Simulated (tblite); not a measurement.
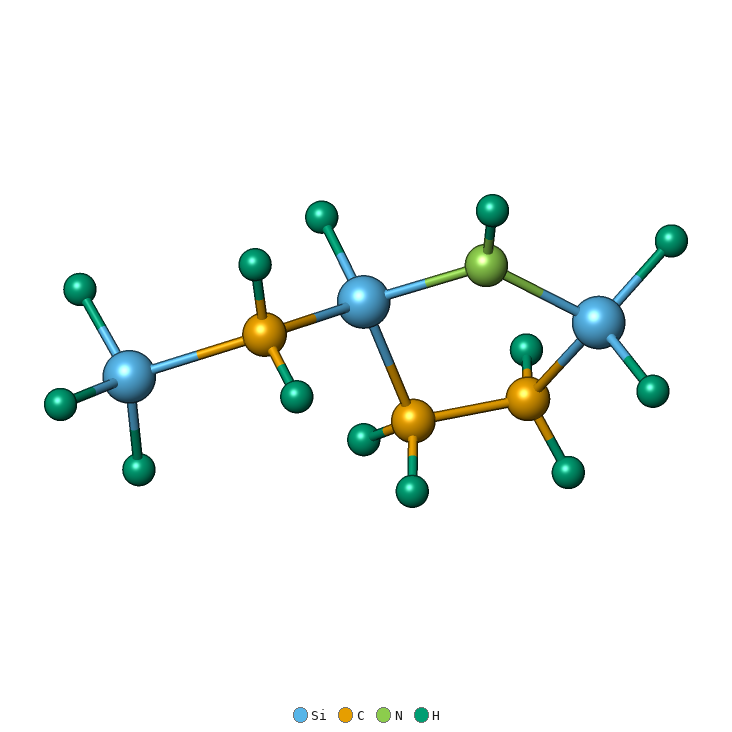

Simulated data, not a measurement (program: tblite).

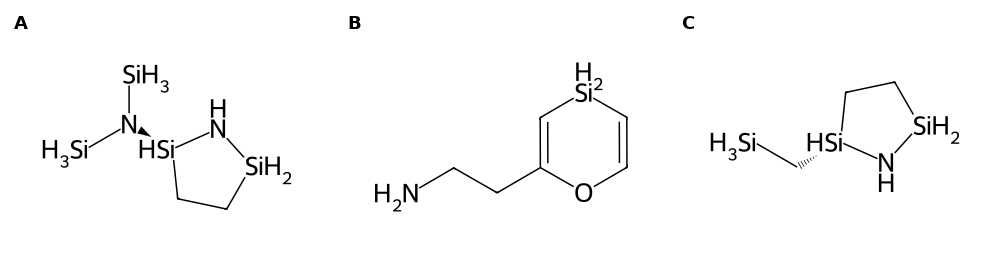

The first picture shows one of the molecules drawn in the second. Which?

Answer. C, `[SiH3]C[Si@@H]1CC[SiH2]N1`.
